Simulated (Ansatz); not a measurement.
# CdSe: response to strain

Base system: CdSe in the wurtzite structure (space group P6_3mc, No. 186).

```yaml
crystal:
  lattice:
    - [4.24755, 0.00000, 0.00000]
    - [-2.12377, 3.67848, 0.00000]
    - [0.00000, 0.00000, 6.94096]
  atoms:
    - { symbol: Cd, position: [0.33333, 0.66667, 0.00031] }
    - { symbol: Cd, position: [0.66667, 0.33333, 0.50031] }
    - { symbol: Se, position: [0.33333, 0.66667, 0.37569] }
    - { symbol: Se, position: [0.66667, 0.33333, 0.87569] }
```

Strains are applied to the cell and any free atomic positions relax.

Computed with LDA (Ansatz, a program for electronic structure; PAW; 420 eV plane waves; without spin-orbit coupling).

Notes on the quantities. energy relative to the base: free energy F.

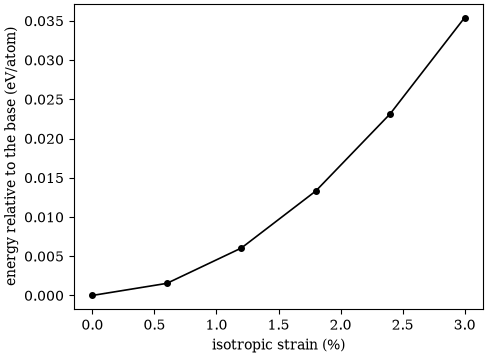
Fig. 1. Energy relative to the base against isotropic strain

### Question
From the plot, what is the energy relative to the base for isotropic strain +1.80 %?

### Answer
About 0.013 eV/atom.

### Question
Is the trend monotonic over the range shown?

### Answer
Yes, it rises throughout, spanning 0 meV/atom to +35 meV/atom.

Whether these cells are dynamically stable was not tested.
